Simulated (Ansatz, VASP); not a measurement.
# Cross-check of NaI between VASP and Ansatz

Aim: how closely do two programs agree when they are given the same cell, functional and k mesh?

Calculated with Ansatz 0.2.0; plane waves, with VASP 6.6.1 beside it; band structure at HSE06.

## Step 1: Set-up

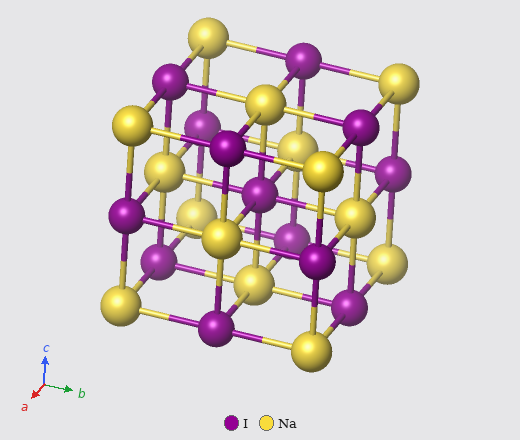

Start, viewed from a free direction; iodine purple, sodium yellow. This picture shows the conventional cell, with its axes. Some periodic images of atoms are drawn too.

Structure file:

```cif
data_structure
_symmetry_space_group_name_H-M 'Fm-3m'
_symmetry_Int_Tables_number 225
_cell_length_a 6.4728
_cell_length_b 6.4728
_cell_length_c 6.4728
_cell_angle_alpha 90.000
_cell_angle_beta 90.000
_cell_angle_gamma 90.000
_cell_volume 271.19
loop_
_atom_site_label
_atom_site_type_symbol
_atom_site_symmetry_multiplicity
_atom_site_Wyckoff_symbol
_atom_site_fract_x
_atom_site_fract_y
_atom_site_fract_z
_atom_site_occupancy
I1 I 4 b 0.50000 0.00000 0.00000 1
Na1 Na 4 a 0.00000 0.00000 0.00000 1
```

## Step 2: VASP: band structure, HSE06

The same path points are solved in both programs, so levels can be compared one by one.

Lines of VASP's logs that name or quote its potential files are left out, and so is its time.

Input file INCAR:

```
SYSTEM = NaI
PREC = Accurate
ENCUT = 350
EDIFF = 1E-06
NELM = 100
ISMEAR = 0
SIGMA = 0.03
LREAL = .FALSE.
ALGO = Normal
LHFCALC = .TRUE.
AEXX = 0.25
GGA = PE
HFSCREEN = 0.2
LASPH = .TRUE.
NBANDS = 13
PRECFOCK = Fast
LORBIT = 11
LWAVE = .FALSE.
LCHARG = .FALSE.
KPAR = 4
```

Input file POSCAR:

```
NaI
1.0
    0.0000000000      3.2364000000      3.2364000000
    3.2364000000      0.0000000000      3.2364000000
    3.2364000000      3.2364000000      0.0000000000
I Na
1 1
Direct
    0.5000000000      0.5000000000      0.5000000000
    0.0000000000      0.0000000000      0.0000000000
```

Input file KPOINTS:

```
Automatic mesh
0
Gamma
4 4 4
0 0 0
```

Input file KPOINTS_OPT:

```
Line mode
10
Line-mode
Reciprocal
  0.00000000   0.00000000   0.00000000 GAMMA
  0.50000000   0.00000000   0.50000000 X

  0.50000000   0.00000000   0.50000000 X
  0.50000000   0.25000000   0.75000000 W

  0.50000000   0.25000000   0.75000000 W
  0.37500000   0.37500000   0.75000000 K

  0.37500000   0.37500000   0.75000000 K
  0.00000000   0.00000000   0.00000000 GAMMA

  0.00000000   0.00000000   0.00000000 GAMMA
  0.50000000   0.50000000   0.50000000 L

  0.50000000   0.50000000   0.50000000 L
  0.62500000   0.25000000   0.62500000 U

  0.62500000   0.25000000   0.62500000 U
  0.50000000   0.25000000   0.75000000 W

  0.50000000   0.25000000   0.75000000 W
  0.50000000   0.50000000   0.50000000 L

  0.50000000   0.50000000   0.50000000 L
  0.37500000   0.37500000   0.75000000 K

  0.62500000   0.25000000   0.62500000 U
  0.50000000   0.00000000   0.50000000 X
```

The projector-augmented-wave data sets are I and Na_pv (PBE family, release 64).

The run is started by

```
$ mpirun -np 4 vasp_std
```

Numbers of over 12 decimals in the logs are rounded to 6 here.

The log of the run:

```text
[banner, memory and clock lines left out]
running    4 mpi-ranks, on    1 nodes
 distrk:  each k-point on    1 cores,    4 groups
 distr:  one band on    1 cores,    1 groups

 POSCAR found type information on POSCAR I Na
 POSCAR found :  2 types and       2 ions
 LDA part: xc-table for (Slater+PW92), standard interpolation
 found WAVECAR, reading the header
 POSCAR, INCAR and KPOINTS ok, starting setup
 FFT: planning ... GRIDC
 FFT: planning ... GRID_SOFT
 FFT: planning ... GRID
 reading WAVECAR
 the WAVECAR file was read successfully
 initial charge from wavefunction
 entering main loop
       N       E                     dE             d eps       ncg     rms          rms(c)
DAV:   1    -0.627064496344E+01   -0.62706E+01   -0.73449E-01   223   0.841E+00    0.413E+00
DAV:   2    -0.627209640819E+01   -0.14514E-02   -0.27026E-02   223   0.229E+00    0.284E+00
DAV:   3    -0.626993121240E+01    0.21652E-02   -0.30700E-03   258   0.841E-01    0.170E+00
DAV:   4    -0.626945515263E+01    0.47606E-03   -0.56099E-04   253   0.311E-01    0.101E+00
DAV:   5    -0.626934454931E+01    0.11060E-03   -0.12146E-04   254   0.121E-01    0.602E-01
DAV:   6    -0.626931896050E+01    0.25589E-04   -0.28786E-05   238   0.507E-02    0.355E-01
DAV:   7    -0.626931470265E+01    0.42578E-05   -0.94380E-06   248   0.255E-02    0.208E-01
DAV:   8    -0.626931517284E+01   -0.47018E-06   -0.36135E-06   228   0.148E-02
   1 F= -.62693152E+01 E0= -.62693152E+01  d E =-.367931E-32
 Start KPOINTS_OPT (optional k-point list driver)
k-point batch [1-8\100]
       N       E                     dE             ncg
DAV:   1    -0.624364870878E+03   -0.20386E+04      216
DAV:   2    -0.134409669933E+04   -0.71973E+03      213
DAV:   3    -0.139293244038E+04   -0.48836E+02      273
DAV:   4    -0.139431564209E+04   -0.13832E+01      281
DAV:   5    -0.139433666598E+04   -0.21024E-01      253
DAV:   6    -0.139433741780E+04   -0.75182E-03      322
DAV:   7    -0.139433742467E+04   -0.68646E-05      221
DAV:   8    -0.139433742474E+04   -0.75383E-07      169
[...]
k-point batch [97-100\100]
       N       E                     dE             ncg
DAV:   1     0.103359992984E+04   -0.18099E+04      104
DAV:   2     0.706710816211E+03   -0.32689E+03      114
DAV:   3     0.683149110117E+03   -0.23562E+02      129
DAV:   4     0.682366382977E+03   -0.78273E+00      153
DAV:   5     0.682353756355E+03   -0.12627E-01      134
DAV:   6     0.682353313755E+03   -0.44260E-03      156
DAV:   7     0.682353309668E+03   -0.40872E-05      100
DAV:   8     0.682353309626E+03   -0.41672E-07       97
```

Parts of OUTCAR (step 2):

```text
ion  position               nearest neighbor table
   1  0.500  0.500  0.500-
   2  0.000  0.000  0.000-

  LATTYP: Found a face centered cubic cell.
 ALAT       =     6.4728000000

 Subroutine GETGRP returns: Found 48 space group operations
 (whereof 48 operations were pure point group operations)

The static configuration has the point symmetry O_h .

 Found      8 irreducible k-points:

   k-points           NKPTS =      8   k-points in BZ     NKDIM =     64   number of bands    NBANDS=     13

   dimension x,y,z NGX =    28 NGY =   28 NGZ =   28
   dimension x,y,z NGXF=    56 NGYF=   56 NGZF=   56

   ENCUT  =  350.0 eV  25.72 Ry    5.07 a.u.   6.98  6.98  6.98*2*pi/ulx,y,z

   NELECT =      14.0000    total number of electrons

 k-points in reciprocal lattice and weights: Automatic mesh
   0.00000000  0.00000000  0.00000000       0.016
   0.25000000  0.00000000  0.00000000       0.125
   0.50000000  0.00000000  0.00000000       0.062
   0.25000000  0.25000000  0.00000000       0.094
   0.50000000  0.25000000  0.00000000       0.375
  -0.25000000  0.25000000  0.00000000       0.188
   0.50000000  0.50000000  0.00000000       0.047
  -0.25000000  0.50000000  0.25000000       0.094

  exchange ACFDT corr.  =         0.00000000  see jH, gK, PRB 81, 115126

 average (electrostatic) potential at core
       1 -89.6213       2 -41.2340

 E-fermi :   0.3286

 k-point     1 :       0.0000    0.0000    0.0000
  band No.  band energies     occupation
    ...
      3     -24.7029      2.00000
      4     -11.8829      2.00000
      5       0.0820      2.00000
      6       0.0820      2.00000
      7       0.0820      2.00000
      8       4.7539      0.00000
      9       9.1136      0.00000
     10       9.1136      0.00000
     11       9.1136      0.00000
     12      11.0562      0.00000
    ...

 k-point     2 :       0.2500    0.0000    0.0000
  band No.  band energies     occupation
    ...
      3     -24.7031      2.00000
      4     -11.7125      2.00000
      5      -1.2713      2.00000
      6      -0.0757      2.00000
      7      -0.0757      2.00000
      8       6.0474      0.00000
      9       8.6946      0.00000
     10       9.1769      0.00000
     11       9.1770      0.00000
     12      10.8252      0.00000
    ...

 k-point     3 :       0.5000    0.0000    0.0000
  band No.  band energies     occupation
    ...
      3     -24.7033      2.00000
      4     -11.5272      2.00000
      5      -2.2492      2.00000
      6      -0.2215      2.00000
      7      -0.2215      2.00000
      8       6.1698      0.00000
      9       8.6397      0.00000
     10       8.6398      0.00000
     11      10.1342      0.00000
     12      11.5780      0.00000
    ...

  energy-cutoff  :      350.00
  volume of cell :       67.80
      direct lattice vectors                 reciprocal lattice vectors
     0.000000000  3.236400000  3.236400000    -0.154492646  0.154492646  0.154492646
     3.236400000  0.000000000  3.236400000     0.154492646 -0.154492646  0.154492646
     3.236400000  3.236400000  0.000000000     0.154492646  0.154492646 -0.154492646

 POSITION                                       TOTAL-FORCE (eV/Angst)
 -----------------------------------------------------------------------------------
      3.23640      3.23640      3.23640        -0.000000      0.000000     -0.000000
      0.00000      0.00000      0.00000         0.000000     -0.000000      0.000000
 -----------------------------------------------------------------------------------
    total drift:                               -0.000002     -0.000002     -0.000002

  FREE ENERGIE OF THE ION-ELECTRON SYSTEM (eV)
  ---------------------------------------------------
  free  energy   TOTEN  =        -6.2693151728 eV

  energy  without entropy=       -6.2693151728  energy(sigma->0) =       -6.26931517

 total charge
# of ion       s       p       d       tot
------------------------------------------
    1        1.492   2.941   0.002   4.436
    2        0.038   5.976   0.000   6.014
--------------------------------------------------
tot          1.530   8.918   0.002  10.450

[... 3 further parts left out ...]
```

(Continued in part 2 of 2.)

[Lines on the potential files, build, host, timing and source positions are cut from VASP's logs without a mark.]

[Logs are printed without paths, hosts, clocks, repeated set-up lines and the standing remarks that a program may print on its own settings, such as how far it seeks lower states.]

[Hosts, paths, dates, database ids (printed as entryN), source tags and the programs' standing remarks are cut or masked in the printed files.]
